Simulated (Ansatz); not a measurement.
**C2H10ClNOSi2: geometry relaxation (part 3 of 3)**

The same run, continued: C2H10ClNOSi2; RKS PBE0/STO-3G (Ansatz 0.2.0). It belongs to a series of runs on one base structure; here: start relaxed.

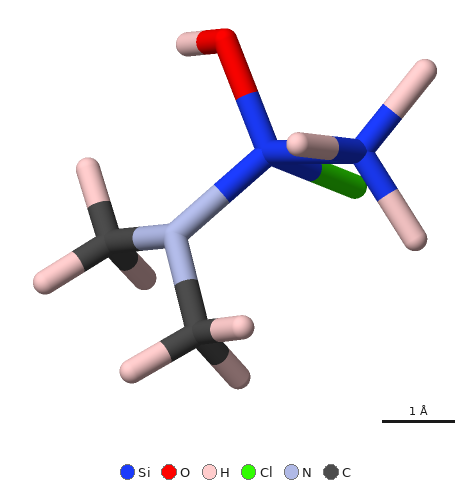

*The geometry at step 28 of the log (stick view, seen at a tilt).*

**Trajectory as extended XYZ, continued**
```
17
Properties=species:S:1:pos:R:3:forces:R:3 step=22 energy=-33646.15332
Si   -0.1127   -0.0853   -0.1885    0.0623  -0.0045   0.0626
O     0.6085   -0.2011    1.3437   -0.0660   0.2076  -0.0222
H     0.7684    0.7651    1.6219    0.0672  -0.1707  -0.0111
Cl    1.4804    0.1524   -1.6071   -0.0156  -0.0237   0.0045
N    -1.0987    1.3712   -0.2359   -0.0674  -0.0069  -0.0158
C    -2.1879    1.4269   -1.2458    0.0007  -0.0208   0.0039
H    -2.7589    0.4857   -1.2330   -0.0008   0.0056  -0.0039
H    -2.8799    2.2477   -0.9937    0.0038   0.0013   0.0005
H    -1.8275    1.5985   -2.2798    0.0049   0.0044   0.0023
C    -0.3811    2.6739   -0.1830    0.0131  -0.0269   0.0076
H     0.1205    2.9359   -1.1353    0.0042  -0.0018  -0.0008
H    -1.0960    3.4784    0.0573    0.0046  -0.0065   0.0090
H     0.3863    2.6529    0.6077   -0.0107   0.0100  -0.0037
Si   -1.2598   -1.9826   -0.6225   -0.0430   0.0383  -0.0533
H    -2.4075   -2.0553    0.2515    0.0304  -0.0115  -0.0109
H    -1.7183   -1.9758   -1.9910    0.0112  -0.0226   0.0190
H    -0.4183   -3.1346   -0.4074    0.0010   0.0288   0.0123
17
Properties=species:S:1:pos:R:3:forces:R:3 step=23 energy=-33646.16143
Si   -0.1170   -0.0813   -0.1854   -0.0062  -0.0375   0.0039
O     0.5981   -0.2033    1.3462    0.0072   0.1900   0.0032
H     0.8612    0.7495    1.5883    0.0294  -0.1541  -0.0030
Cl    1.4776    0.1374   -1.6061   -0.0194   0.0127   0.0165
N    -1.1079    1.3708   -0.2394   -0.0396  -0.0100  -0.0085
C    -2.1859    1.4270   -1.2608    0.0065   0.0000  -0.0083
H    -2.7533    0.4837   -1.2609    0.0036   0.0009   0.0024
H    -2.8839    2.2436   -1.0111    0.0031  -0.0022  -0.0030
H    -1.8145    1.6069   -2.2895    0.0014   0.0033   0.0035
C    -0.3963    2.6754   -0.1695    0.0415  -0.0356  -0.0281
H     0.1212    2.9390   -1.1132   -0.0043   0.0199   0.0087
H    -1.1155    3.4786    0.0613   -0.0044  -0.0058   0.0080
H     0.3581    2.6524    0.6330   -0.0080   0.0146   0.0115
Si   -1.2670   -1.9755   -0.6168   -0.0275   0.0120   0.0026
H    -2.4103   -2.0498    0.2620    0.0093  -0.0086  -0.0165
H    -1.7259   -1.9777   -1.9845    0.0066  -0.0145   0.0078
H    -0.4215   -3.1229   -0.3944    0.0010   0.0147  -0.0006
17
Properties=species:S:1:pos:R:3:forces:R:3 step=24 energy=-33646.16814
Si   -0.1310   -0.0803   -0.1880    0.0738   0.0884   0.0504
O     0.6090   -0.1825    1.3313    0.0119  -0.0456   0.0318
H     0.9958    0.7361    1.5233   -0.0203  -0.0433  -0.0728
Cl    1.4409    0.1584   -1.6313   -0.0050  -0.0216   0.0015
N    -1.1278    1.3654   -0.2432   -0.0243  -0.0394  -0.0011
C    -2.1785    1.4317   -1.2916   -0.0166   0.0173   0.0129
H    -2.7559    0.4941   -1.3034    0.0153   0.0071  -0.0029
H    -2.8734    2.2557   -1.0580   -0.0017  -0.0054  -0.0135
H    -1.7815    1.6066   -2.3114    0.0092   0.0050  -0.0036
C    -0.4148    2.6652   -0.1368   -0.0302   0.1007  -0.0078
H     0.1432    2.9373   -1.0546   -0.0033  -0.0043  -0.0024
H    -1.1441    3.4670    0.0671    0.0198  -0.0019   0.0021
H     0.3019    2.6412    0.6999   -0.0209  -0.0211  -0.0039
Si   -1.2800   -1.9773   -0.5962   -0.0061  -0.0325  -0.0014
H    -2.4263   -2.0482    0.2774   -0.0035  -0.0015   0.0050
H    -1.7320   -1.9998   -1.9655    0.0029   0.0015  -0.0025
H    -0.4284   -3.1167   -0.3601   -0.0009  -0.0035   0.0083
17
Properties=species:S:1:pos:R:3:forces:R:3 step=25 energy=-33646.16963
Si   -0.1374   -0.0752   -0.1889    0.0282   0.0178  -0.0130
O     0.6144   -0.1875    1.3223    0.2478   0.3329   0.1395
H     1.0960    0.7020    1.4760   -0.2365  -0.3817  -0.1304
Cl    1.4240    0.1516   -1.6455   -0.0062   0.0011   0.0056
N    -1.1409    1.3663   -0.2439    0.0031   0.0040  -0.0096
C    -2.1713    1.4373   -1.3124   -0.0135  -0.0108  -0.0119
H    -2.7448    0.4976   -1.3416    0.0122   0.0101  -0.0064
H    -2.8736    2.2575   -1.0880    0.0038  -0.0059  -0.0049
H    -1.7543    1.6196   -2.3233    0.0016   0.0028   0.0131
C    -0.4358    2.6693   -0.1170    0.0158   0.0868   0.0236
H     0.1431    2.9476   -1.0210   -0.0235  -0.0122   0.0188
H    -1.1719    3.4680    0.0743    0.0152  -0.0093  -0.0071
H     0.2605    2.6433    0.7374   -0.0290  -0.0212  -0.0245
Si   -1.2870   -1.9765   -0.5803   -0.0076  -0.0096   0.0042
H    -2.4336   -2.0427    0.2929   -0.0111   0.0014   0.0024
H    -1.7357   -2.0118   -1.9504   -0.0027  -0.0042  -0.0021
H    -0.4346   -3.1126   -0.3315    0.0024  -0.0021   0.0028
17
Properties=species:S:1:pos:R:3:forces:R:3 step=26 energy=-33646.17231
Si   -0.1374   -0.0765   -0.1865    0.0142   0.0087  -0.0111
O     0.6193   -0.1875    1.3232    0.0537   0.0697   0.0383
H     1.0902    0.7013    1.4685   -0.0502  -0.0874  -0.0341
Cl    1.4254    0.1493   -1.6410   -0.0004  -0.0004  -0.0073
N    -1.1389    1.3672   -0.2435   -0.0048   0.0047  -0.0055
C    -2.1691    1.4370   -1.3126   -0.0035  -0.0092  -0.0084
H    -2.7363    0.4940   -1.3475    0.0060   0.0061  -0.0050
H    -2.8767    2.2518   -1.0856    0.0009  -0.0029  -0.0019
H    -1.7513    1.6270   -2.3216    0.0019   0.0012   0.0075
C    -0.4364    2.6724   -0.1170    0.0165   0.0250   0.0157
H     0.1366    2.9528   -1.0236   -0.0126  -0.0054   0.0104
H    -1.1723    3.4694    0.0799    0.0027  -0.0062  -0.0013
H     0.2645    2.6436    0.7329   -0.0162  -0.0057  -0.0097
Si   -1.2890   -1.9775   -0.5794   -0.0067   0.0011   0.0102
H    -2.4366   -2.0440    0.2930   -0.0033   0.0032   0.0013
H    -1.7381   -2.0126   -1.9494    0.0014  -0.0022  -0.0016
H    -0.4368   -3.1139   -0.3308    0.0004  -0.0003   0.0026
17
Properties=species:S:1:pos:R:3:forces:R:3 step=27 energy=-33646.17346
Si   -0.1374   -0.0764   -0.1893   -0.0015   0.0029  -0.0140
O     0.6299   -0.1850    1.3157    0.0121   0.0227   0.0041
H     1.1203    0.6944    1.4417   -0.0084  -0.0212  -0.0018
Cl    1.4178    0.1483   -1.6525   -0.0036  -0.0031  -0.0059
N    -1.1420    1.3655   -0.2452    0.0028   0.0003   0.0007
C    -2.1624    1.4375   -1.3238    0.0052   0.0014  -0.0046
H    -2.7227    0.4910   -1.3731    0.0071   0.0058  -0.0018
H    -2.8778    2.2455   -1.0970    0.0005  -0.0020  -0.0023
H    -1.7353    1.6392   -2.3267   -0.0006  -0.0009   0.0075
C    -0.4449    2.6727   -0.1047    0.0014  -0.0056   0.0013
H     0.1324    2.9608   -1.0058   -0.0046  -0.0001   0.0083
H    -1.1850    3.4656    0.0923   -0.0011  -0.0014   0.0021
H     0.2498    2.6395    0.7498   -0.0100  -0.0010  -0.0030
Si   -1.2948   -1.9767   -0.5702    0.0011   0.0030   0.0089
H    -2.4428   -2.0358    0.3025    0.0024   0.0049  -0.0007
H    -1.7437   -2.0195   -1.9402    0.0015  -0.0037  -0.0002
H    -0.4440   -3.1127   -0.3144   -0.0043  -0.0020   0.0014
17
Properties=species:S:1:pos:R:3:forces:R:3 step=28 energy=-33646.17494
Si   -0.1374   -0.0765   -0.2079    0.0590  -0.0320  -0.0056
O     0.6722   -0.1715    1.2780    0.0232   0.1017  -0.0343
H     1.2146    0.6849    1.3496   -0.0440  -0.0760   0.0120
Cl    1.3833    0.1384   -1.7100   -0.0176   0.0058   0.0013
N    -1.1541    1.3578   -0.2528    0.0120   0.0225  -0.0134
C    -2.1381    1.4449   -1.3655    0.0158  -0.0038  -0.0204
H    -2.6785    0.4893   -1.4649    0.0369   0.0489   0.0111
H    -2.8768    2.2326   -1.1395    0.0149  -0.0119  -0.0134
H    -1.6772    1.6854   -2.3461   -0.0298  -0.0136   0.0577
C    -0.4771    2.6703   -0.0554   -0.0110  -0.0708  -0.0314
H     0.1238    2.9890   -0.9313   -0.0141  -0.0022   0.0330
H    -1.2331    3.4486    0.1391   -0.0021  -0.0028  -0.0026
H     0.1894    2.6207    0.8206   -0.0114  -0.0005  -0.0130
Si   -1.3047   -1.9812   -0.5388   -0.0666   0.0098   0.0267
H    -2.4516   -1.9887    0.3392    0.0162  -0.0208  -0.0284
H    -1.7593   -2.0619   -1.9059    0.0069   0.0082   0.0142
H    -0.4783   -3.1280   -0.2493    0.0117   0.0376   0.0066
17
Properties=species:S:1:pos:R:3:forces:R:3 step=29 energy=-33646.17240 accepted=F
Si   -0.1258   -0.0796   -0.2309   -0.0825   0.0129   0.0751
O     0.7095   -0.1645    1.2428    0.0782   0.1882  -0.0677
H     1.2708    0.6840    1.2902   -0.1011  -0.1657  -0.0031
Cl    1.3609    0.1374   -1.7676   -0.0476  -0.0277   0.0335
N    -1.1568    1.3450   -0.2614    0.0511   0.1161  -0.0201
C    -2.1164    1.4466   -1.3954    0.0265  -0.0240  -0.0335
H    -2.6428    0.4859   -1.5295    0.0604   0.0923   0.0196
H    -2.8701    2.2204   -1.1688    0.0289  -0.0222  -0.0200
H    -1.6343    1.7145   -2.3601   -0.0558  -0.0264   0.0996
C    -0.4990    2.6615   -0.0196   -0.0102  -0.0815  -0.0494
H     0.1203    3.0068   -0.8738   -0.0427  -0.0161   0.0664
H    -1.2693    3.4266    0.1732    0.0104  -0.0089  -0.0133
H     0.1451    2.6003    0.8732   -0.0231  -0.0071  -0.0393
Si   -1.3308   -1.9708   -0.5075    0.1100  -0.0720  -0.0533
H    -2.4843   -1.9800    0.3626    0.0558   0.0510  -0.0155
H    -1.7727   -2.0814   -1.8774    0.0007  -0.0086   0.0355
H    -0.4872   -3.0989   -0.1908   -0.0589  -0.0002  -0.0146
17
Properties=species:S:1:pos:R:3:forces:R:3 step=30 energy=-33646.17633
Si   -0.1348   -0.0786   -0.2142   -0.0139  -0.0035  -0.0011
O     0.6838   -0.1667    1.2668    0.0134   0.0585  -0.0399
H     1.2234    0.6909    1.3346   -0.0229  -0.0463   0.0063
Cl    1.3660    0.1311   -1.7361   -0.0051   0.0013   0.0105
N    -1.1542    1.3536   -0.2547    0.0138   0.0377  -0.0085
C    -2.1307    1.4470   -1.3728    0.0142  -0.0112  -0.0022
H    -2.6693    0.4921   -1.4799    0.0144   0.0230   0.0033
H    -2.8709    2.2334   -1.1486    0.0084  -0.0061  -0.0047
H    -1.6640    1.6916   -2.3487   -0.0120  -0.0056   0.0256
C    -0.4825    2.6658   -0.0442   -0.0126  -0.0476  -0.0105
H     0.1255    2.9921   -0.9118   -0.0063   0.0006   0.0145
H    -1.2425    3.4407    0.1481    0.0030  -0.0004  -0.0011
H     0.1757    2.6125    0.8376   -0.0061   0.0037  -0.0055
Si   -1.3124   -1.9787   -0.5310    0.0129  -0.0044   0.0176
H    -2.4626   -1.9892    0.3415    0.0101  -0.0023  -0.0088
H    -1.7592   -2.0707   -1.8997    0.0057   0.0007   0.0089
H    -0.4741   -3.1130   -0.2279   -0.0170   0.0019  -0.0043
17
Properties=species:S:1:pos:R:3:forces:R:3 step=31 energy=-33646.17665
Si   -0.1356   -0.0795   -0.2218    0.0045   0.0087   0.0386
O     0.6948   -0.1621    1.2528    0.0075   0.0453  -0.0308
H     1.2403    0.6921    1.3108   -0.0188  -0.0383   0.0031
Cl    1.3553    0.1330   -1.7528   -0.0094  -0.0087   0.0023
N    -1.1566    1.3514   -0.2575    0.0035   0.0293  -0.0094
C    -2.1243    1.4507   -1.3825    0.0100  -0.0080   0.0029
H    -2.6603    0.4958   -1.4998    0.0079   0.0139   0.0020
H    -2.8673    2.2346   -1.1595    0.0044  -0.0030  -0.0035
H    -1.6501    1.7017   -2.3527   -0.0073  -0.0028   0.0146
C    -0.4894    2.6630   -0.0322   -0.0079  -0.0341  -0.0070
H     0.1263    2.9968   -0.8915   -0.0055  -0.0011   0.0114
H    -1.2529    3.4351    0.1577    0.0031  -0.0009  -0.0017
H     0.1599    2.6056    0.8559   -0.0056   0.0008  -0.0062
Si   -1.3155   -1.9813   -0.5193    0.0159  -0.0085  -0.0209
H    -2.4685   -1.9872    0.3489    0.0076   0.0125   0.0002
H    -1.7577   -2.0794   -1.8889   -0.0030  -0.0100   0.0066
H    -0.4813   -3.1163   -0.2085   -0.0066   0.0050  -0.0022
17
Properties=species:S:1:pos:R:3:forces:R:3 step=32 energy=-33646.17692
Si   -0.1363   -0.0796   -0.2267    0.0098   0.0060   0.0276
O     0.7046   -0.1568    1.2421   -0.0018   0.0241  -0.0269
H     1.2577    0.6927    1.2896   -0.0133  -0.0237  -0.0004
Cl    1.3426    0.1276   -1.7701   -0.0066  -0.0035   0.0036
N    -1.1594    1.3498   -0.2592    0.0042   0.0225  -0.0091
C    -2.1183    1.4539   -1.3912    0.0084  -0.0046   0.0034
H    -2.6517    0.4989   -1.5181    0.0061   0.0096   0.0024
H    -2.8641    2.2354   -1.1699    0.0019  -0.0010  -0.0026
H    -1.6366    1.7109   -2.3560   -0.0058  -0.0025   0.0103
C    -0.4964    2.6607   -0.0202   -0.0026  -0.0195  -0.0050
H     0.1271    3.0009   -0.8714   -0.0081  -0.0030   0.0123
H    -1.2631    3.4305    0.1665    0.0037  -0.0007  -0.0028
H     0.1438    2.5997    0.8743   -0.0070  -0.0027  -0.0093
Si   -1.3175   -1.9823   -0.5131    0.0131  -0.0108  -0.0084
H    -2.4702   -1.9785    0.3552    0.0023   0.0075   0.0010
H    -1.7601   -2.0944   -1.8815    0.0005  -0.0003   0.0052
H    -0.4849   -3.1154   -0.1913   -0.0049   0.0027  -0.0013
17
Properties=species:S:1:pos:R:3:forces:R:3 step=33 energy=-33646.17702
Si   -0.1371   -0.0795   -0.2298    0.0114  -0.0020   0.0186
O     0.7086   -0.1542    1.2359   -0.0085   0.0020  -0.0188
H     1.2656    0.6924    1.2785   -0.0004  -0.0018   0.0000
Cl    1.3349    0.1247   -1.7799   -0.0023   0.0009   0.0030
N    -1.1611    1.3492   -0.2604    0.0009   0.0082  -0.0063
C    -2.1154    1.4562   -1.3956    0.0044  -0.0011   0.0044
H    -2.6483    0.5017   -1.5268    0.0006   0.0006   0.0006
H    -2.8619    2.2373   -1.1757   -0.0009   0.0012  -0.0004
H    -1.6300    1.7152   -2.3577   -0.0010  -0.0003   0.0005
C    -0.5002    2.6591   -0.0140    0.0023  -0.0030  -0.0001
H     0.1284    3.0023   -0.8601   -0.0053  -0.0019   0.0066
H    -1.2681    3.4282    0.1703    0.0026  -0.0001  -0.0018
H     0.1346    2.5957    0.8842   -0.0050  -0.0030  -0.0065
Si   -1.3172   -1.9837   -0.5095    0.0043  -0.0012  -0.0035
H    -2.4698   -1.9730    0.3586   -0.0022   0.0005   0.0012
H    -1.7597   -2.1019   -1.8773    0.0002   0.0002   0.0026
H    -0.4862   -3.1159   -0.1816   -0.0012   0.0007  -0.0001
```

The run was set up as follows.

**The input**
```yaml
crystal:
  periodic: [false, false, false]
  atoms:
    - { symbol: Si, position_ang: [0.0, 0.0, 0.0] }
    - { symbol: O, position_ang: [0.0, 0.0, 1.68] }
    - { symbol: H, position_ang: [-0.9095, -0.2814, 2.0171] }
    - { symbol: Cl, position_ang: [2.0086, 0.0, -0.7093] }
    - { symbol: "N", position_ang: [-0.8572, 1.4851, -0.6061] }
    - { symbol: C, position_ang: [-2.2719, 1.4087, -0.9981] }
    - { symbol: H, position_ang: [-2.8245, 0.7784, -0.2704] }
    - { symbol: H, position_ang: [-2.7088, 2.429, -1.0098] }
    - { symbol: H, position_ang: [-2.3521, 0.9607, -2.0106] }
    - { symbol: C, position_ang: [-0.1354, 2.762, -0.7039] }
    - { symbol: H, position_ang: [-0.2436, 3.1711, -1.73] }
    - { symbol: H, position_ang: [-0.5567, 3.4827, 0.0276] }
    - { symbol: H, position_ang: [0.9399, 2.5975, -0.4831] }
    - { symbol: Si, position_ang: [-1.0456, -1.8115, -0.7393] }
    - { symbol: H, position_ang: [-1.7029, -2.4846, 0.3772] }
    - { symbol: H, position_ang: [-2.0454, -1.4265, -1.7311] }
    - { symbol: H, position_ang: [-0.0777, -2.7173, -1.3511] }
basis:
  gaussian: { orbitals: STO-3G }
hamiltonian:
  xc: pbe0
relax:
  f_tol: 0.02
  max_steps: 40
```

Launch command:
```bash
ansatz run input.yaml --threads 1 --pin off --max-ram 2048MiB --backend cpu --events-out ev --progress --plain --runs-dir out
```

**Key numbers**

```tsv
quantity	value
outcome	converged
total energy	−33646.1770 eV
mean-field energy	−33646.1770 eV
largest force (length of the vector) at the end	0.022 eV/Å
hardware	1 thread of Arm Neoverse V2, 24 GiB of memory available, shared host
wall time	3.3 min
peak memory	0.2 GiB
```
